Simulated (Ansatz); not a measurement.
```
atom    x (Å)    y (Å)    z (Å)
   C  -2.5928   1.0751   1.5469
   B  -1.4127   1.0232   0.6238
   B  -0.2641   1.0577  -0.4804
   N   1.1751   0.4808  -0.3567
   H  -3.3913   1.6006   0.9817
   H  -2.9857   0.0785   1.8101
   H  -2.4056   1.6616   2.4621
   H  -0.4901   1.5773  -1.5425
   H   1.8709   1.2232  -0.5088
   H   1.3463  -0.2117  -1.0981
   H   1.3985   0.0321   0.5370
```

Geometry: PBE0-D3(BJ)/def2-SVP.

Method: isolated molecule in a Gaussian basis; Kohn-Sham density functional theory, functional PBE0 (Ansatz 0.2.0).

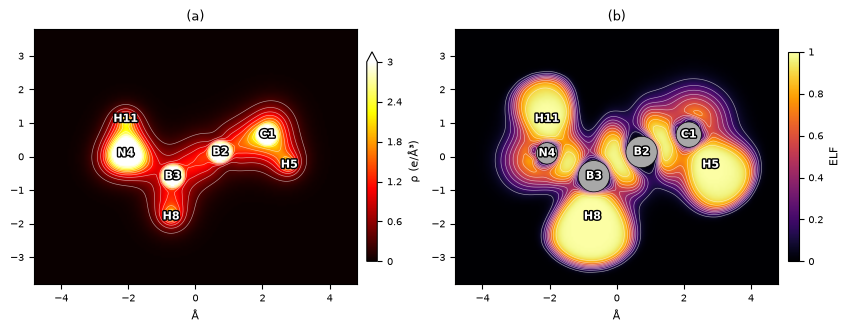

CH7B2N (charge +1, doublet). (a) electron density; (b) electron localisation function on the plane of atoms B3, N4 and H11. Grey discs cover the atomic cores in the ELF map.

What do the fields say about this system?

The plane passes through C, B, N and H nuclei. C–B (1.50 Å): ρ is about 1.6 e/Å³ halfway; the ELF peaks at about 0.95 between the atoms: localised, covalent bonding. B–N (1.56 Å): the density is about 1.4 e/Å³ at the midpoint; the ELF peaks at about 0.95 between the atoms: a shared but strongly polarised pair. B–B (1.59 Å): ρ is about 1.2 e/Å³ halfway; the ELF peaks at about 0.95 between the atoms; localised, covalent bonding. N–H (1.02 Å): ρ at the midpoint is about 2.9 e/Å³; the ELF climbs to about 1 towards the hydrogen, as it does in any bond to H (an ordinary covalent bond to hydrogen). C–H (1.11 Å): ρ at the midpoint is about 1.8 e/Å³; the ELF climbs to about 1 towards the hydrogen: an ordinary covalent bond to hydrogen.
